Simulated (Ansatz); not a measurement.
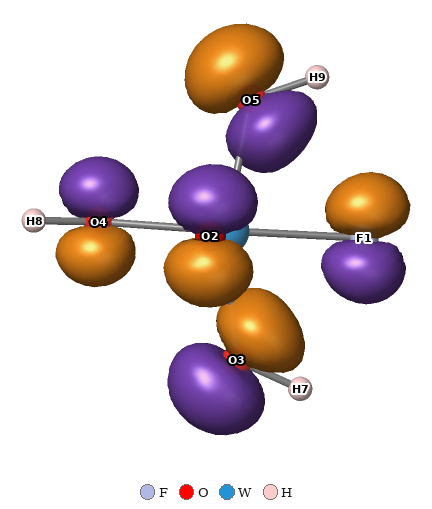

Figure 1: FH3O4W (SMILES [O]=[W]([OH])([OH])([OH])[F]). The HOMO at ±0.15 Å⁻³ᐟ² (orange and purple are the two phases), seen across its widest extent.

Geometry: PBE0-D4/def2-SVP; core potentials replace the inner electrons of W.

Theory: Ansatz, isolated molecule in a Gaussian basis; Kohn-Sham density functional theory, functional PBE0.

| atom | x (Å) | y (Å) | z (Å) |
| --- | --- | --- | --- |
| F | -1.2762 | -0.9944 | -0.6687 |
| O | 0.1521 | -1.9992 | 1.5239 |
| O | -0.5443 | 0.7392 | 0.9288 |
| O | 2.0150 | -0.0690 | 0.7213 |
| O | 1.0362 | -1.6751 | -1.2068 |
| W | 0.3545 | -0.8186 | 0.3372 |
| H | -1.4454 | 0.9284 | 0.6413 |
| H | 2.7053 | -0.1782 | 1.3820 |
| H | 0.4495 | -1.9569 | -1.9186 |

> What is the character of this orbital?

It lies mainly on O3 (about 25 %), O5 (about 25 %), F1 (about 15 %), O2 (about 15 %), O4 (about 10 %) and W6 (about 5 %); largely a combination of lone pairs on O3, O5, F1, O2 and O4. Its energy is −9.62 eV.
